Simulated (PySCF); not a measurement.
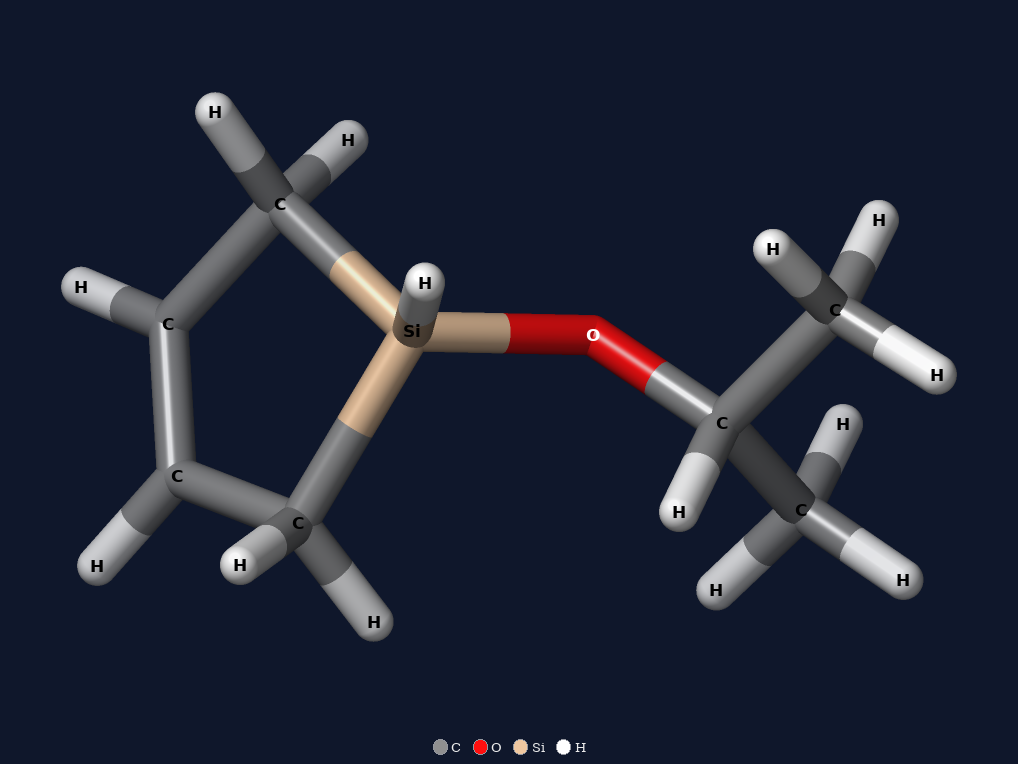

The geometry was computed by an optimisation with PBE0-D3(BJ)/def2-SVP. No frequency run is at hand to confirm it as a minimum. Level of theory: PBE0/pcSseg-1 in water (IEF-PCM) (PySCF 2.14.0).

Question: What is the HOMO–LUMO gap?

Answer: 7.62 eV.

Question: What is the HOMO energy (Kohn–Sham orbital)?

Answer: −7.07 eV.

Question: What is the dipole moment?

Answer: 1.47 D.
